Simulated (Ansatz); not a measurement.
Input file:

```
crystal:
  periodic: [false, false, false]
  atoms:
    - { symbol: "N", position_ang: [-0.9608, -0.1238, -1.092] }
    - { symbol: In, position_ang: [0.6889, -1.3244, -0.4637] }
    - { symbol: O, position_ang: [1.301, -0.0706, 1.3634] }
    - { symbol: H, position_ang: [-0.321, 0.7751, -1.1583] }
    - { symbol: H, position_ang: [-1.4479, -0.0797, -0.1746] }
    - { symbol: H, position_ang: [0.7818, 0.7595, 1.4791] }
magnetization:
  spin_polarized: true
  initial_magnetization: 1
basis:
  gaussian: { orbitals: def2-SVP }
hamiltonian:
  xc: r2scan
relax:
  f_tol: 0.015
  max_steps: 40
output:
  orbitals: {}
```

Command:

```sh
ansatz run input.yaml --threads 2 --pin off --max-ram 3072MiB --backend cpu --events-out ev --progress --plain --runs-dir out
```

The fields are those of the run's last geometry, not of the input's.

Core potentials replace the inner electrons of In.

Level of theory: Ansatz, UKS r2SCAN/def2-SVP.

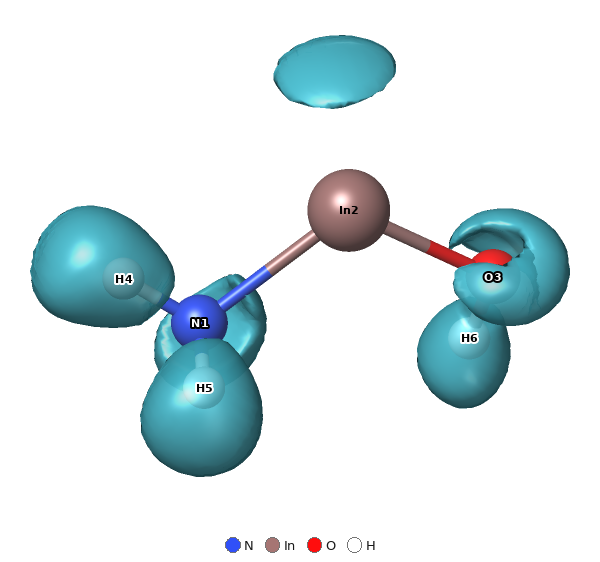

H3InNO (doublet). Isosurface of the electron localisation function at 0.85 (cyan), seen at a tilt. Only the valence region is drawn (cores and ρ < 0.01 e/Å³ removed).

What do the ELF domains correspond to?

The surface consists of three regions around hydrogen nuclei, one lobe on In, pointing away from the bonds (non-bonding electrons), one lobe on N, pointing away from the bonds (non-bonding electrons) and one lobe on O, pointing away from the bonds (non-bonding electrons, which may merge into one lobe).

Values along the shortest contacts:
In–O (2.03 Å): the ELF peaks at about 0.85 in the valence shell of O, 0.6 Å from its nucleus, and drops to about 0.15 between the two atoms. In–N (2.14 Å): the ELF peaks at about 0.85 in the valence shell of N, 0.6 Å from its nucleus, and drops to about 0.15 between the two atoms.
